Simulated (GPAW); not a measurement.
Band structure of CaNi₂ (Fd-3m, 6 atoms in the cell).

```
CaNi2
1.0
    0.00000     3.49996     3.49996
    3.49996     0.00000     3.49996
    3.49996     3.49996     0.00000
Ca Ni
2 4
Direct
  0.00000   0.00000   0.00000
  0.25000   0.25000   0.25000
  0.62500   0.62500   0.62500
  0.12500   0.62500   0.62500
  0.62500   0.62500   0.12500
  0.62500   0.12500   0.62500
```

Level of theory: PBEsol, GPAW PAW datasets PBEsol (made by gpaw-setup) (plane waves; GPAW).

Settings: mode = pw; ecut = 850 eV; xc = PBEsol; kpts = 6 6 6; mesh shift (steps) = 0 0 0; occupations.name = fermi-dirac; occupations.width = 0.1 eV; nbands = -10; convergence.density = 1e-05 e/electron; convergence.energy = 1e-05 eV/electron; symmetry.symmorphic = false; symmetry.tolerance = 0.0005; maxiter = 100; bandpath_npoints = 40.

The starting cell comes from a database of computed structures (which also holds hypothetical and non-ambient phases and stackings), without a prior relaxation at this level. Its lattice was rescaled by a random factor within 2.5 % of one. Spin polarisation is off.

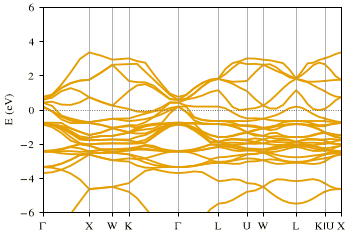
*Bands along the path, energies from the Fermi level.*

Levels in eV from the Fermi level, bands 39 to 46:
```json
[
 {"point": "Γ", "39": "0.18", "40": "0.18", "41": "0.18", "42": "0.41", "43": "0.41", "44": "0.58", "45": "0.58", "46": "0.58"},
 {"point": "X", "39": "-0.78", "40": "-0.78", "41": "-0.73", "42": "-0.73", "43": "0.73", "44": "0.73", "45": "1.75", "46": "1.75"},
 {"point": "W", "39": "-1.06", "40": "-1.06", "41": "-0.53", "42": "-0.53", "43": "0.24", "44": "0.24", "45": "2.62", "46": "2.62"},
 {"point": "K", "39": "-0.97", "40": "-0.91", "41": "-0.67", "42": "-0.52", "43": "0.04", "44": "1.09", "45": "1.68", "46": "2.66"},
 {"point": "L", "39": "-0.84", "40": "-0.67", "41": "-0.67", "42": "0.18", "43": "1.14", "44": "1.80", "45": "1.80", "46": "1.82"},
 {"point": "U", "39": "-0.97", "40": "-0.91", "41": "-0.67", "42": "-0.52", "43": "0.04", "44": "1.09", "45": "1.68", "46": "2.66"}
]
```

Bands cross the Fermi level along this path, so the cell is metallic at this level.
